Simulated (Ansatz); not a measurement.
Convergence series on SrAs2Cu4 (R-3m, 7 atoms in the cell)

```
Sr(Cu2As)2
1.0
    2.10150     1.21330     7.81733
   -2.10150     1.21330     7.81733
    0.00000    -2.42660     7.81733
Sr As Cu
1 2 4
Cartesian
  0.00000   0.00000   0.00000
  0.00000   0.00000   5.80202
  0.00000   0.00000  17.64997
  0.00000   0.00000   3.36302
  0.00000   0.00000  20.08898
  0.00000   0.00000  10.28370
  0.00000   0.00000  13.16830
```

Computed with r2SCAN, default PAW files made with PBE (plane waves; Ansatz, a first-principles code).

The starting cell comes from a database of published, mostly measured structures (it also holds non-ambient and calculated ones), without a prior relaxation at this level. Spin polarisation is off. Ansatz's pressure includes its estimate of the finite-basis (Pulay) stress. The run gives no clean gap (levels at the Fermi energy touch, overlap or are partly filled at this smearing), which alone does not show that the compound is a metal.

Held fixed: kpoints.mp_grid.shift = 0.5 0.5 0.5; hamiltonian.xc = r2scan; hamiltonian.pseudopotentials = {kind: paw} (the program's default PAW files); scf.occupations.method = cold; scf.occupations.width = 0.0073 Ry.

ΔF is the free energy per atom less that of the last row (14 14 14).

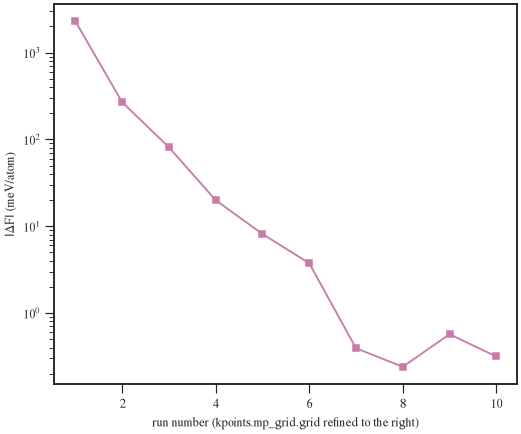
Fig. 1. Size of the energy error against the last run of the series; values under 0.01 meV/atom are drawn at 0.01.

```
kpoints.mp_grid.grid  ΔF (meV/atom)  pressure (GPa)  largest force (eV/Å)  k-points  iterations
--------------------  -------------  --------------  --------------------  --------  ----------
1 1 1                        2286.0           18.06                 3.968         1          15
2 2 2                         267.5           -1.33                 0.760         2          16
3 3 3                          81.0           -2.35                 0.379         6          11
4 4 4                          19.9           -1.89                 0.150        10          10
5 5 5                           8.1           -1.69                 0.146        19          11
6 6 6                           3.7           -1.58                 0.139        28          10
7 7 7                          0.39           -1.71                 0.145        44           9
9 9 9                         -0.24           -1.61                 0.140        85          10
10 10 10                      -0.57           -1.60                 0.135       110          10
12 12 12                      -0.32           -1.55                 0.133       182          10
14 14 14                       0.00           -1.52                 0.133       280          10
```

Energy within 2 meV/atom of the last row: from kpoints.mp_grid.grid = 7 7 7 on; the one before it is off by 3.7 meV/atom.

Largest force within 0.01 eV/Å of the last row: from kpoints.mp_grid.grid = 9 9 9 on; the one before it is off by 0.012 eV/Å. The value it settles on is 0.133 eV/Å at this level of theory and with the other settings as held.

Keys are those of Ansatz 0.2.
